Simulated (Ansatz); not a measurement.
## Electronic structure of C2H3F2NSi (SMILES N=C1C(F)[SiH]1F) in real space

```yaml
atoms:
  - { symbol: N, position_ang: [-1.7637, -0.5051, 0.7883] }
  - { symbol: C, position_ang: [-0.5596, -0.2493, 0.5264] }
  - { symbol: C, position_ang: [0.4831, -0.6235, -0.4805] }
  - { symbol: F, position_ang: [0.1767, -1.1953, -1.6777] }
  - { symbol: Si, position_ang: [0.5992, 1.1390, 0.1595] }
  - { symbol: F, position_ang: [1.9119, 1.5612, 0.9491] }
  - { symbol: H, position_ang: [-2.0959, -1.3069, 0.2420] }
  - { symbol: H, position_ang: [1.2873, -1.1737, 0.0295] }
  - { symbol: H, position_ang: [0.0494, 2.3073, -0.5538] }
```

Geometry: PBE0-D4/def2-TZVP.

All numbers below come from RKS PBE0-D4/def2-TZVPP in Ansatz 0.2.0.

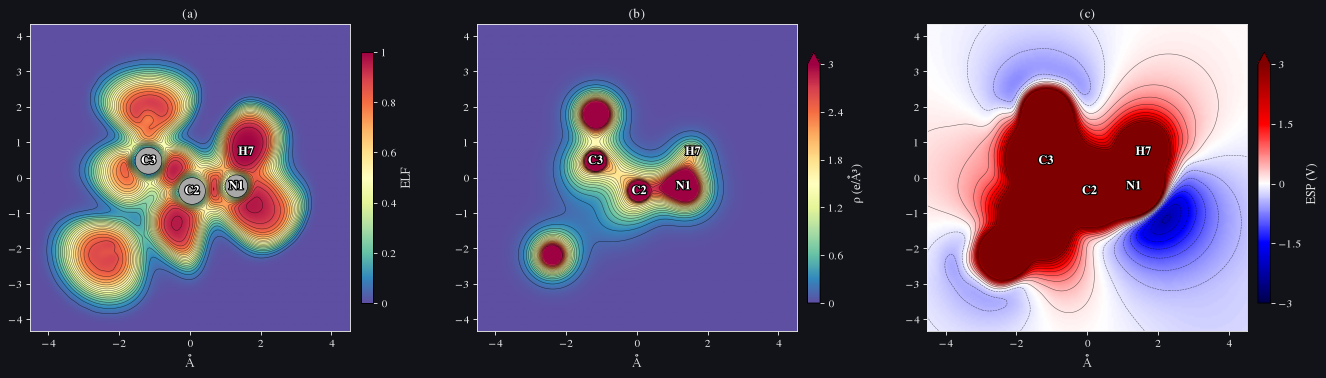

Figure 1. (a) ELF; (b) electron density; (c) electrostatic potential on the plane of atoms N1, C2 and C3. Grey discs cover the atomic cores in the ELF map.

> What do the fields say about this system?

The plane passes through N, C and H nuclei.
C–N (1.26 Å): the density is about 2.9 e/Å³ at the midpoint; the ELF peaks at about 0.90 between the atoms: a multiple bond.
C–C (1.50 Å): ρ is about 1.8 e/Å³ halfway; the ELF peaks at about 0.90 between the atoms; a shared electron pair.
N–H (1.03 Å): ρ at the midpoint is about 2.9 e/Å³; the ELF climbs to about 1 towards the hydrogen, as it does in any bond to H (an ordinary covalent bond to hydrogen).
The ELF also peaks beside F6, N1 and F4, away from the bonds: lone-pair regions.
Outside the dense part of the molecule the potential is most negative (−2.2 V) near N1.

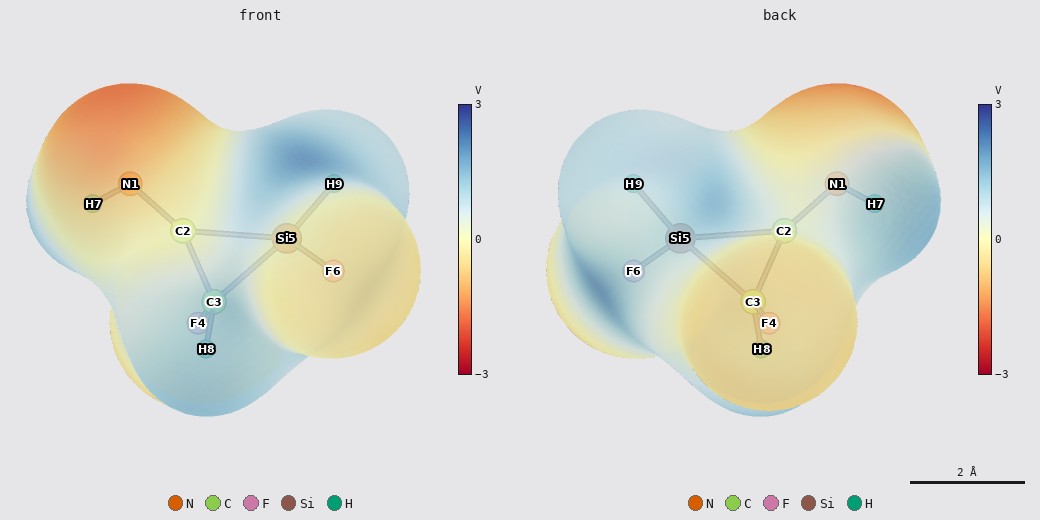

Figure 2. The molecular electrostatic potential painted on the density surface at 0.002 e/bohr³, seen from the front and from behind; the colour scale runs from red (negative) to blue (positive).

> Which sites attract a positive test charge, and which a negative one?

A positive charge is drawn to the negative regions and a negative charge to the positive ones. The most negative region (about −1.6 V, or −37 kcal/mol for a unit charge) lies over N1, the most positive (about +2.0 V, or +46 kcal/mol for a unit charge) over Si5. N1 is the likeliest acceptor of a hydrogen bond.

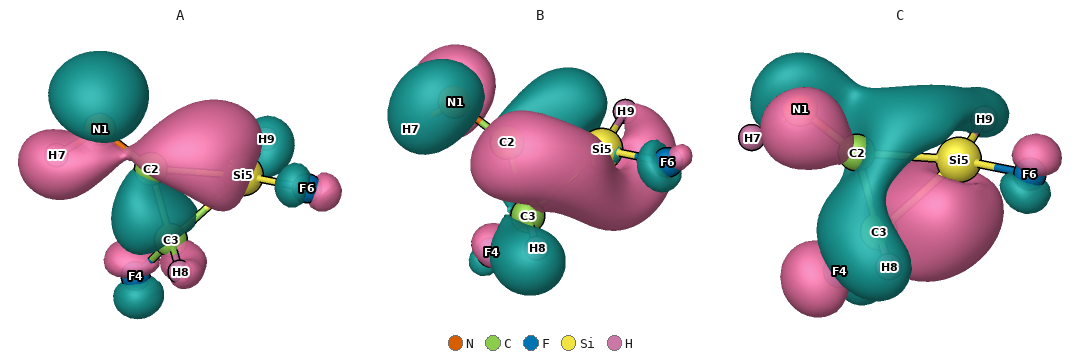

Figure 3. Three frontier orbitals at ±0.1 Å⁻³ᐟ² (teal and pink are the two phases), in no order.

> Order the three orbitals by energy and name them.

C is the HOMO−1 (−8.18 eV). It lies mainly on C3 (about 30 %), Si5 (about 20 %), F4 (about 15 %), N1 (about 15 %) and C2 (about 10 %). A is the HOMO (−7.32 eV). Its weight (Hirshfeld) is mainly on N1 (about 40 %), C2 (about 20 %), Si5 (about 15 %), C3 (about 10 %) and H7 (about 5 %). B is the LUMO (−1.83 eV). Its weight (Hirshfeld) is mainly on N1 (about 30 %), Si5 (about 25 %), C2 (about 25 %) and C3 (about 10 %).

> What is the HOMO–LUMO gap?

5.49 eV between the orbital energies.

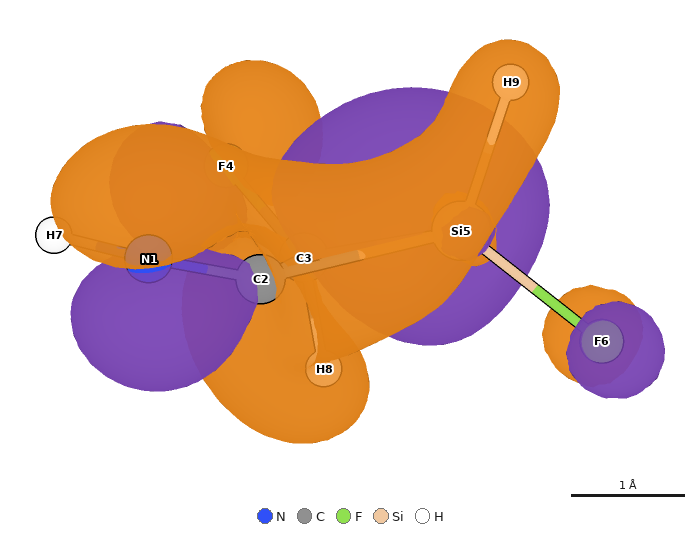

Figure 4. The HOMO−1 at ±0.1 Å⁻³ᐟ² (orange and purple are the two phases), seen from one side.

> Where does this orbital lie, and at what energy?

It lies mainly on C3 (about 30 %), Si5 (about 20 %), F4 (about 15 %), N1 (about 15 %) and C2 (about 10 %). Its energy is −8.18 eV.
